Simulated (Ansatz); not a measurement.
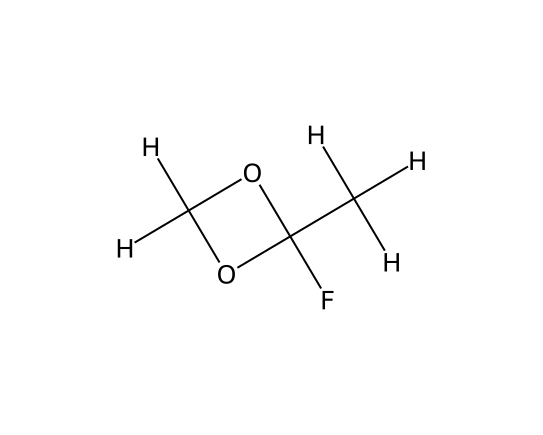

Figure made from data computed with Ansatz.

> Write the SMILES.

CC1(F)OCO1

> Give the formula, hydrogens included.

C3H5FO2.

> An optimisation with PBE-D4/def2-SVP gave a structure of which point group?

Cs.
